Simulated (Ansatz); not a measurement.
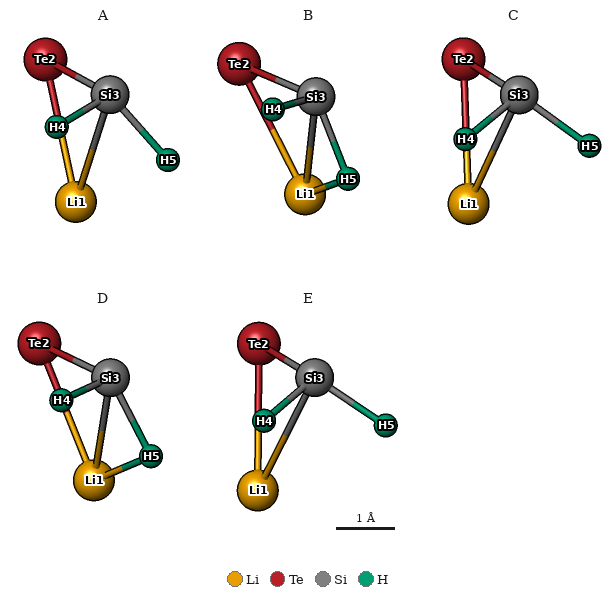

5 geometries from one relaxation of LiSiH₂Te (multiplicity 2), in shuffled order. The picture is a ball-and-stick view, seen from a free direction.

These are results of Ansatz, UKS PBE0-D4/def2-TZVP, not measurements. Settings: force threshold 0.005 eV/Å; at most 200 steps.

Put them in the order of the run, from the start to the converged end.

Answer. E, C, A, D, B. They are steps 0, 5, 7, 9, 14, at +5.69 kcal/mol, +5.15 kcal/mol, +3.63 kcal/mol, +0.66 kcal/mol relative to the last. The energy falls by 5.69 kcal/mol in 14 geometry steps. Largest force component: 0.25 eV/Å at the start, 0.0032 eV/Å at the end. The largest move after the best rigid fit is that of H5, 0.96 Å. By element the largest moves are H 0.96 Å, Li 0.85 Å, Te 0.37 Å, Si 0.09 Å. Among the contacts that change: Li1–H5 3.206 → 1.854 Å, Li1–Si3 2.997 → 2.585 Å, Si3–H5 1.485 → 1.552 Å, Te2–Si3 2.451 → 2.432 Å. Among the angles between lasting bonds that change: Li1–Te2–Si3 73.7° → 62.7°, Te2–Si3–H5 116.6° → 105.8°. Groups turn about Te2–Si3 by about 55°, Li1–Si3 by about 35°. Cost: 29 s on 2 threads of Intel Xeon 6975P-C, with other jobs on the host.
